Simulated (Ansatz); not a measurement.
# Lattice dynamics of WSeS monolayer, Janus, part 2 of 2

The cell of WSeS monolayer, Janus is at rest. What are its phonons? After the zone centre comes a 6×6×1 q mesh on a 12×12×1 k mesh.

Ansatz 0.2.0; DFT PBEsol, scalar-relativistic, plane waves, PAW.

So far. Step 2 (Zone-centre response): Before it was imposed, the acoustic sum rule was missed by 3.0e-4 eV/Å² and the charge sum rule by 0.0010 e. Small misses are needed for a sound result but don't prove that mesh and cutoff are converged. The lowest optical mode is real, 203 cm⁻¹.

**3. Response at finite wavevector**

Stability and thermal properties need the whole zone. Linear response on a 6×6×1 q mesh gives force constants as far as a supercell of that size would, and the tensors from the zone-centre run are typed in so that the long-range dipole term is interpolated apart.

Contents of input.yaml:

```yaml
crystal:
  lattice:
    - [3.2069649375, 0.0, 0.0]
    - [-1.6034824687, 2.7773131049, 0.0]
    - [0.0, 0.0, 30.4]
  atoms:
    - { symbol: W, position: [0.3333333333, 0.6666666667, 0.3297467033] }
    - { symbol: S, position: [0.6666666667, 0.3333333333, 0.3801864955] }
    - { symbol: Se, position: [0.6666666667, 0.3333333333, 0.2736194327] }
  periodic: [true, true, false]
kpoints:
  mp_grid: { grid: [12, 12, 1] }
hamiltonian:
  xc: pbesol
scf:
  occupations: { method: fixed }
output:
  eigenvalues: true
phonons:
  method: dfpt
  qmesh: [6, 6, 1]
  temperatures: { t_max: 1000, t_step: 50 }
  qpath:
    path:
      - [0.0, 0.0, 0.0]
      - [0.5, 0.0, 0.0]
      - [0.33333333, 0.33333333, 0.0]
      - [0.0, 0.0, 0.0]
    npoints: 10
  isolated: true
  non_analytic_term:
    high_frequency_dielectric_tensor: [[3.7715, 0.0, 0.0], [0.0, 3.7715, 0.0], [0.0, 0.0, 1.1756]]
    born_effective_charges:
      - { species: W, tensor: [[-0.9921, 0.0, 0.0], [0.0, -0.9921, 0.0], [0.0, 0.0, -0.0709]] }
      - { species: S, tensor: [[0.2354, 0.0, 0.0], [0.0, 0.2354, 0.0], [0.0, 0.0, 0.0287]] }
      - { species: Se, tensor: [[0.7566, 0.0, 0.0], [0.0, 0.7566, 0.0], [0.0, 0.0, 0.0422]] }
    source: "zone-centre run at this cell"
```

Run with:

```console
$ ansatz run input.yaml --threads 8 --pin off --max-ram 14336MiB --backend cpu --events-out ev --progress --plain --runs-dir out
```

Numbers of over 12 decimals in the logs are rounded to 6 here.

Log:

```text
Warning: phonons: the dynamical matrix that this run interpolates holds no multipole term above the dipole-dipole one, and a site of this crystal is no centre of inversion, so its interpolated transverse optical and acoustic branches and sound speeds can stay off near Gamma, and the density of states and the thermodynamics with them. What a run solves at a wave vector of phonons.qpoints, Gamma apart, where the deck admits one, is free of this, and under fd what a larger phonons.supercell samples
[...]
Crystal: 3 atoms, lattice volume = 270.765 Å³
Basis set: ecut = 420 eV, 5357 PW (Γ), exchange–correlation on 48×48×432 points (8 copies of the dense FFT grid, shifted against one another)
Bands: 22, of which v1, the nominal top of the filled ones, is band 18 counted from 1 (17 counted from 0)
Symmetry: 6 space group operations
k-points: 19 of 144 (time reversal used)
[...]
SCF iter   1: F=—  HF=-16567.876929 eV  |F-HF|=—  |Δ(HF+E_count)|=         —  Δρ=3.85e-3  dr2=2.21e-1  ethr=1.77e-3  ⟨swp⟩=7.2  Hψ=2282  notcnv=0  defer=35
[...]
SCF iter  13: F=-16567.862706 eV  HF=-16567.862706 eV  |F-HF|=7.28e-12  |Δ(HF+E_count)|=  6.91e-11  Δρ=2.45e-8  dr2=6.45e-12  ethr=1.00e-12  ⟨swp⟩=8.7  Hψ=2174  notcnv=0
SCF 1 converged in 13 iterations: F = -16567.862706 eV  dr2 = 6.45e-12
[...]
NSCF: frozen V_eff on 19 k-points
[...]
DFPT response loops at q = (0, 0, 0) (fractional): preconditioner auto → none (the input reference at scf.mixing.eps_inf says where Resta's filter doesn't serve); β = 0.50; Broyden in place of MSR1
[...]
SCF converged after 13 iterations
Free energy (F): -16567.862706 eV
[...]
Internal energy: -16567.862706 eV  (E = F + TS)
E sigma→0 (E₀):  -16567.862706 eV
Fermi energy:    -5.462489 eV
[...]
--- Band table (eV; the first three rows and the last of 19) ---
  k-point 0: bands = [... 14 lower, -7.7592, -6.6845, -6.6845, -5.6004, -2.4203, -2.4203, -2.1487, -2.1487]
  k-point 1: bands = [... 14 lower, -7.9164, -6.8435, -6.7032, -5.6342, -2.6201, -2.5380, -2.3498, -2.1473]
  k-point 2: bands = [... 14 lower, -7.9040, -7.1193, -6.8643, -5.8524, -3.2179, -2.6073, -2.6035, -1.7216]
  k-point 18: bands = [... 14 lower, -9.2675, -8.7818, -7.8099, -5.4625, -3.6314, -2.3716, -1.5501, 0.0003]
--- Phonons (Γ-DFPT): 6 representative perturbations + reference (Σ response iterations 30) ---
  ASR residual: 8.208e-5 → 0.000e0 eV/Å²; symmetrization residual: 1.697e-5 eV/Å²
  ASR residual per site (eV/Å²): 8.21e-5 2.87e-5 2.85e-5
  Γ frequencies (cm⁻¹): 0.00 0.00 0.00 202.57 202.57 280.62 331.02 331.02 418.85
--- Phonons (arbitrary-q DFPT): 7 irreducible q on the 6×6×1 mesh ---
  q = [0.0000, 0.0000, 0.0000] (star 1, of the zone-centre solve; hermiticity 1.09e-6, symmetrization 2.73e-11): 0.00 0.00 0.00 202.57 202.57 280.62 331.02 331.02 418.85
  q = [0.0000, 0.1667, 0.0000] (star 6, 9 solved perturbations on 78 of 144 k-point pairs; hermiticity 4.36e-7, symmetrization 6.19e-10): 35.56 61.14 93.44 207.84 218.70 272.54 330.58 337.67 403.37
[...]
q = [0.1667, 0.1667, 0.0000] (star 6, 6 solved perturbations in 666 linear systems a pass and spin channel, the states on 144 of 144 k-point pairs; hermiticity 2.87e-7, symmetrization 7.80e-11): 80.09 103.72 129.27 218.14 229.00 262.32 331.23 344.72 383.95
[...]
sum rule: each row above includes the acoustic sum rule's correction from the zone centre's row sums; it moved no ω² by more than (0.49 cm⁻¹)²
  mesh force constants: q→R imaginary residual 8.36e-19; ASR residual 8.208e-5 → 0.000e0 eV/Å²; symmetrization residual 2.487e-14 eV/Å²
  interpolated dispersion: 31 rows × 9 modes
  density of states and harmonic sums: on the 24×24×1 q-mesh, interpolated from the force constants of a 6×6×1 supercell (with the dipole–dipole term of supplied tensors)
  largest difference from the sums on the solved wave vectors: F 2.79e-2 eV, S 3.47e-5 and C_V 6.73e-6 eV/K
  zero-point energy: 0.129960 eV/cell   skipped modes (ω ≤ 0): 3   left out of the sums: 5.79e-4 of the cell's modes: C_V's classical limit lies that fraction below 3 k_B per atom; for a crystal, a wire or a layer, F and S can be off by more, and a phonons.interpolated_qmesh denser along its periods is the remedy for the sampling
```

Elapsed: 8.4 min, on 8 threads of Arm Neoverse V1, shared host; peak memory 2.4 GiB; 65 min of CPU time.

This step gave:

```yaml
sum_rule_residual_before_enforcement: 8.21e-5 eV/Å²
lowest_frequency_on_the_path: 0 cm⁻¹
highest_frequency_on_the_path_or_at_a_solved_wavevector: 418.9 cm⁻¹
mean_frequency: 233 cm⁻¹
lowest_mode_on_the_q_mesh_acoustic_modes_at_gamma_apart: 35.56 cm⁻¹
zero_point_energy_per_atom: 43.32 meV
heat_capacity_at_300_k: 22.15 J/(mol atoms K)
vibrational_entropy_at_300_k: 27.08 J/(mol atoms K)
edges_of_the_widest_gap_between_branches_on_path_and_mesh: 280.6, 327.6 cm⁻¹
```

Frequencies (cm⁻¹) solved at each irreducible wavevector; negative means imaginary. Frequencies by wavevector, by row:

```
q in reciprocal lattice units  star  mode 1  mode 2  mode 3  mode 4  mode 5  mode 6  mode 7  mode 8  mode 9
                        0 0 0     1       0       0       0   202.6   202.6   280.6     331     331   418.9
                   0 0.1667 0     6    35.6    61.1    93.4   207.8   218.7   272.5   330.6   337.7   403.4
                   0 0.3333 0     6    97.8   100.3   143.8     216   233.4   260.4   328.4   349.5   379.6
                     0 -0.5 0     3   111.1   129.9   150.6   219.4   236.3   254.8   327.6   356.3   371.7
              0.1667 0.1667 0     6    80.1   103.7   129.3   218.1     229   262.3   331.2   344.7   383.9
              0.1667 0.3333 0    12   120.7   126.9   144.2     228   235.9   250.4     334   352.5   367.4
              0.3333 0.3333 0     2   120.7   133.2   157.5   232.4   239.2   243.8   345.1   348.4   358.1
```

Interpolated from a 6×6×1 q mesh, with the LO-TO term (at Γ the limit along the path; where Γ stands inside the path, tables give the limit on arrival). Phonon branches along the path, in cm⁻¹:

```
point  branch 1  branch 2  branch 3  branch 4  branch 5  branch 6  branch 7  branch 8  branch 9
    Γ         0         0         0       203       203       281       331       331       419
    M       111       130       151       219       236       255       328       356       372
    K       121       133       158       232       239       244       345       348       358
    Γ         0         0         0       203       203       281       331       331       419
```

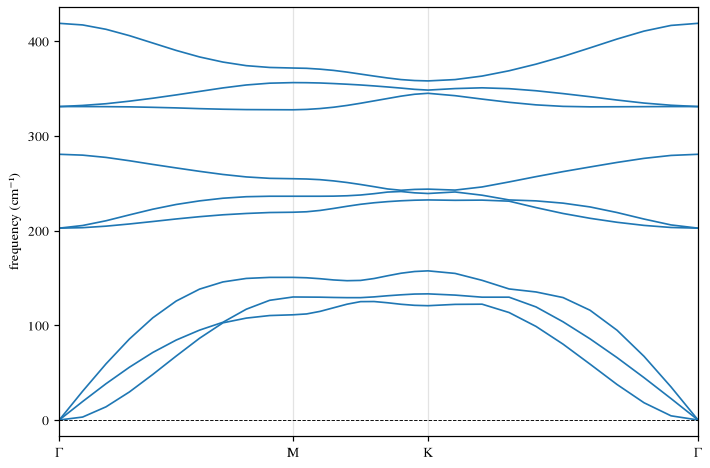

Phonon branches along the path.

The phonon density of states has structure finer than the step of the table below, so its rows give means over 25 cm⁻¹, whole bins alone (the curve runs from 2.5 to 418 cm⁻¹). Peaks (cm⁻¹: height): 122.5: 0.0645, 147.5: 0.0584, 232.5: 0.084, 252.5: 0.0456, 332.5: 0.115, 352.5: 0.0829, 372.5: 0.0439.

Tetrahedra on a 24×24×1 mesh, mean over bins of 5 cm-1. Interpolated from a 6×6×1 q mesh. Table of phonon density of states by wavenumber; means over each step:

```
wavenumber (cm⁻¹)  phonon density of states (1/cm⁻¹/cell)
               25                                 0.00474
               50                                 0.00774
               75                                  0.0123
              100                                  0.0244
              125                                  0.0453
              150                                  0.0241
              175                                       0
              200                                  0.0104
              225                                  0.0603
              250                                  0.0366
              275                                  0.0126
              300                                       0
              325                                  0.0394
              350                                  0.0439
              375                                  0.0262
              400                                 0.00899
```

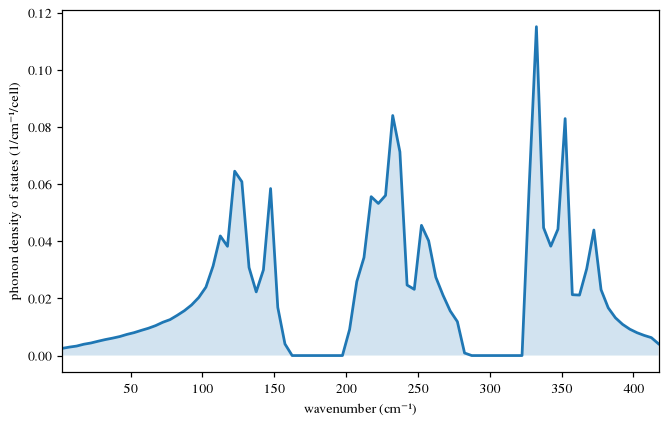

Phonon density of states against wavenumber.

The partial phonon density of states has structure finer than the step of the table below, so its rows give means over 25 cm⁻¹, whole bins alone (the curve runs from -10 to 441 cm⁻¹). Peaks (cm⁻¹: height): S 330.7: 0.0809, 350.6: 0.0585, 370.4: 0.0328; Se 126.3: 0.0153, 234.2: 0.0617, 254.0: 0.0294; W 126.3: 0.0389, 146.2: 0.0301, 231.3: 0.0151, 254.0: 0.0122, 330.7: 0.0176.

Phonopy on the run's constants, 21x21x1 mesh, Gaussian sigma 3.2 cm-1. Interpolated from a 6×6×1 q mesh. Table of partial phonon density of states by wavenumber; means over each step; values in 1/cm⁻¹/cell:

```
wavenumber (cm⁻¹)        S       Se        W
               25   5.5e-4  0.00139  0.00297
               50   8.1e-4  0.00215  0.00444
               75  0.00125  0.00368  0.00730
              100  0.00213  0.00770   0.0148
              125  0.00299   0.0124   0.0297
              150  0.00138  0.00643   0.0162
              175   2.8e-6   2.1e-5   3.2e-5
              200  0.00125  0.00765  0.00213
              225  0.00412   0.0429   0.0130
              250  0.00171   0.0249  0.00943
              275  0.00100  0.00913  0.00273
              300   1.4e-6   1.4e-5   3.3e-6
              325   0.0315   4.0e-4  0.00671
              350   0.0396   3.0e-4  0.00502
              375   0.0226   3.8e-4  0.00294
              400  0.00763   2.0e-5  0.00133
              425  0.00127   3.0e-6   2.5e-4
```

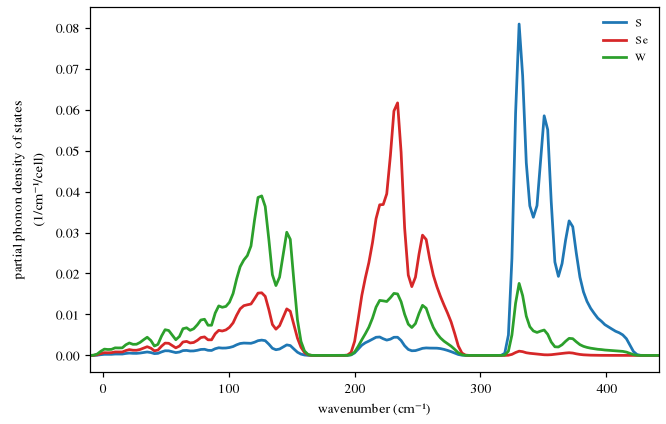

Partial phonon density of states against wavenumber.

Harmonic thermodynamic functions per atom, from the density of states. Interpolated from a 6×6×1 q mesh. Thermodynamic functions, by row:

```
T (K)  F_vib (meV/atom)  S (J/mol-atom/K)  C_V (J/mol-atom/K)
    0             43.32                 0                   0
  100              40.3             7.727               11.51
  200             26.48              18.6                19.4
  300               2.6             27.08               22.15
  400            -28.99             33.63               23.29
  500            -66.66             38.89               23.86
  600            -109.3             43.27               24.18
  700            -156.2             47.02               24.37
  800            -206.6             50.28                24.5
  900            -260.2             53.17               24.59
 1000            -316.7             55.77               24.65
```

Symmetry leaves 7 wavevectors to solve. The lowest mode among them, the acoustic zeros apart, lies at q = (0, 0.167, 0) and is real, 35.6 cm⁻¹.

**4. Another isotope, element S, natural mass 32.06 amu**

An isotope changes the mass and not the force constants, so no new electronic calculation is needed; the shifts show which modes move this element.

The same force constants with the mass of S changed from 32.060 to 33.968 u (phonopy, no LO-TO term). Both lists are sorted by frequency; levels can cross, so a row need not hold one and the same mode. Modes under 3 cm⁻¹ are left out. Isotope shifts, by row:

```
         q  rank  natural mass (cm⁻¹)  changed mass (cm⁻¹)
     0 0 0     4                202.6                201.8
     0 0 0     5                202.6                201.8
     0 0 0     6                280.6                280.1
     0 0 0     7                  331                323.9
     0 0 0     8                  331                323.9
     0 0 0     9                418.9                  409
0 0.1667 0     1                35.56                35.44
0 0.1667 0     2                61.14                60.96
0 0.1667 0     3                93.44                 93.2
0 0.1667 0     4                207.8                207.1
0 0.1667 0     5                218.7                218.1
0 0.1667 0     6                272.5                271.8
0 0.1667 0     7                330.6                323.3
0 0.1667 0     8                337.7                330.2
0 0.1667 0     9                403.4                393.7
0 0.3333 0     1                97.85                97.57
0 0.3333 0     2                100.3                100.1
0 0.3333 0     3                143.8                143.6
0 0.3333 0     4                  216                215.4
0 0.3333 0     5                233.4                  233
0 0.3333 0     6                260.4                259.9
0 0.3333 0     7                328.4                320.8
0 0.3333 0     8                349.5                340.7
0 0.3333 0     9                379.6                370.3
  0 -0.5 0     1                111.1                110.8
  0 -0.5 0     2                129.9                129.6
  0 -0.5 0     3                150.6                150.4
  0 -0.5 0     4                219.4                218.9
  0 -0.5 0     5                236.3                235.9
  0 -0.5 0     6                254.8                254.6
  0 -0.5 0     7                327.6                319.9
  0 -0.5 0     8                356.3                346.8
  0 -0.5 0     9                371.7                362.6
```

A mode of this element alone would shift by -2.85 %. The highest zone-centre frequency without the field goes from 418.9 to 409.0 cm⁻¹ (-2.3 %). The product of the frequency ratios over all optical modes at Γ is 0.926; the product rule, (m/m′)^(3k/2) (M′/M)^(3/2) with k = 1 such atoms and M the mass of the cell, gives 0.926.

**5. Isotope substitution, element Se, natural mass 78.971 amu**

The same for Se, from 78.97 to 81.92 u.

A mode of this element alone would shift by -1.81 %. The highest zone-centre frequency without the field goes from 418.9 to 418.8 cm⁻¹ (-0.0 %). The product of the frequency ratios over all optical modes at Γ is 0.961; the product rule, (m/m′)^(3k/2) (M′/M)^(3/2) with k = 1 such atoms and M the mass of the cell, gives 0.961.

**6. Isotope substitution, element W, natural mass 183.84 amu**

The same for W, from 183.84 to 185.95 u.

A mode of this element alone would shift by -0.57 %. The highest zone-centre frequency without the field goes from 418.9 to 418.4 cm⁻¹ (-0.1 %). The product of the frequency ratios over all optical modes at Γ is 0.994; the product rule, (m/m′)^(3k/2) (M′/M)^(3/2) with k = 1 such atoms and M the mass of the cell, gives 0.994.

**7. Summary of results**

| Item | Value |
| --- | --- |
| space group (within 0.01 Å) | P3m1 |
| area per atom | 2.97 Å² |
| gap on the k-mesh | 1.83 eV |
| highest optical mode at the zone centre (no LO-TO term) | 419 cm⁻¹ |
| lowest optical zone-centre mode | 203 cm⁻¹ |
| largest Born charge (third of the trace) | -0.685 e |
| lowest mode on the q mesh (acoustic modes at Γ apart) | 35.6 cm⁻¹ |
| highest frequency on the path or at a solved wavevector | 419 cm⁻¹ |
| zero-point energy per atom | 43.3 meV |
| heat capacity at 300 K | 22.1 J/(mol atoms K) |
| vibrational entropy at 300 K | 27.1 J/(mol atoms K) |
| imaginary modes on the 6×6×1 q mesh | none |

**Reading.** The structure is a minimum as far as tested: no mode is imaginary at the 7 irreducible wavevectors of the 6×6×1 mesh, and the softest away from the acoustic zeros lies at 36 cm⁻¹. Without the field, the optical modes at Γ span 203 to 419 cm⁻¹. The highest mode in this list at Γ, 418.9 cm⁻¹, is mostly motion of S (83 % of the kinetic energy). The strongest infrared line is at 203 cm⁻¹. Averaged over orientations, the strongest Raman line at 532 nm and 300 K is at 281 cm⁻¹. The tensors are the static, non-resonant ones, while 532 nm light (2.33 eV) lies above the computed gap. On the path and the mesh, the widest gap between branches runs from 281 to 328 cm⁻¹. In a sheet or slab the interpolated bending branch near Γ is rough, since the rotational sum rule isn't imposed. Dielectric tensors refer to the cell with its vacuum. The program warns that the interpolation holds no quadrupole term, so branches close to Γ can be off in this crystal. Spin-orbit coupling is left out, which can matter for the heavy elements here. The starting cell was built on a prototype and not taken from a measurement. These are harmonic frequencies at zero temperature: anharmonic shifts, linewidths and thermal expansion are left out.

[Logs are printed without paths, hosts, clocks, repeated set-up lines and the standing remarks that a program may print on its own settings, such as how far it seeks lower states.]

[Hosts, paths, dates, database ids (printed as entryN), source tags and the programs' standing remarks are cut or masked in the printed files.]
